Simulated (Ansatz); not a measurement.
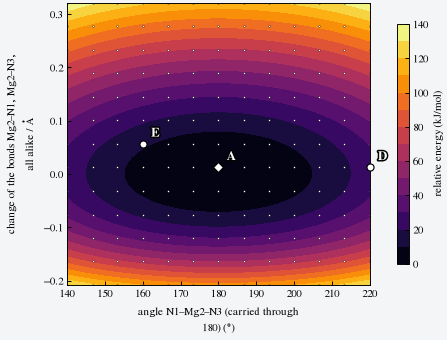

H₄MgN₂, SMILES [NH2][Mg][NH2]. First axis: angle N1–Mg2–N3 (carried through 180). Second axis: change of the bonds Mg2–N1, Mg2–N3, all alike. Nothing is relaxed (all other coordinates rigid). The scan uses a 13 × 13 grid. Points are written as (first, second). Energies: kJ/mol, counted from the relaxed molecule at the same level. These are results of RKS r2SCAN-D4/def2-TZVP (Ansatz), not measurements.

In the figure: filled contours, dots at the grid points, lettered points. Between grid points the surface is interpolated.

> Rank the lettered points by energy, lowest first.

A (0.29 kJ/mol), E (11 kJ/mol), D (26 kJ/mol).

> What kind of point is each of A, E: minimum, saddle, maximum or slope?

A: minimum; E: on a slope. (In these two coordinates alone; a stationary point may lie a little off the grid point.)
